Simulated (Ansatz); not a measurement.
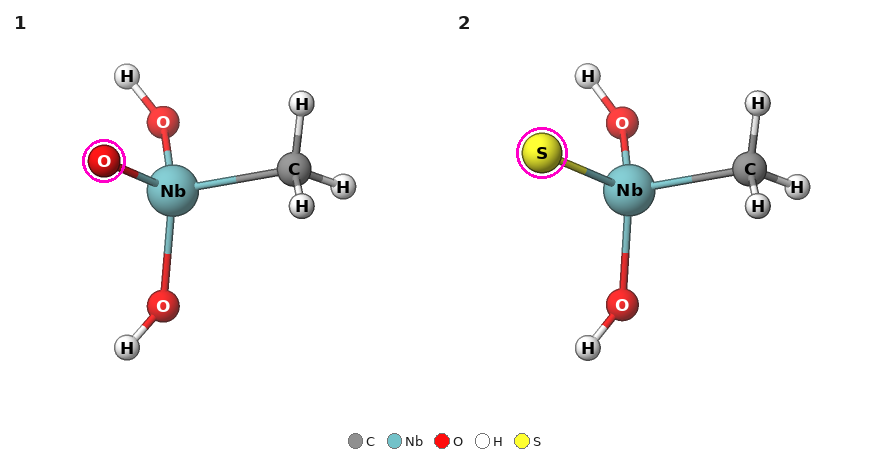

2 molecules with one skeleton, seen from the same side and at one scale; the atom that differs is circled. Each species is neutral and a spin singlet. Computed geometries: PBE0-D4/def2-TZVP optimisations, one conformation each. Properties computed with Ansatz 0.2.0. Elements past Kr carry core potentials.

One atom differs, called X below: O in panel 1, S in panel 2. Their formulas are CH5NbO3 (`[CH3][Nb](=[O])([OH])[OH]`), CH5NbO2S (`[CH3][Nb]([OH])([OH])=[S]`).

In which is the HOMO–LUMO gap larger (PBE0-D4/def2-QZVPP)?

In panel 1 (X = O).

In which is the HOMO energy (Kohn–Sham orbital) higher (PBE0-D4/def2-QZVPP)?

In panel 2 (X = S).

Give the values. With PBE0-D4/def2-TZVP: length of X–Nb (Å), mean angle X–Nb–O (°). With PBE0-D4/def2-QZVPP: HOMO energy (Kohn–Sham orbital) (eV), HOMO–LUMO gap (eV). With r2SCAN-D4/def2-TZVPP: dipole moment (D).

```
                            quantity  1 (O)  2 (S)   2 − 1
                  length of X–Nb (Å)  1.697  2.145  +0.448
               mean angle X–Nb–O (°)  111.0  112.2    +1.2
HOMO energy (Kohn–Sham orbital) (eV)  −8.15  −7.60   +0.55
                  HOMO–LUMO gap (eV)   6.92   5.87   −1.05
                   dipole moment (D)   1.10   1.56   +0.46
```
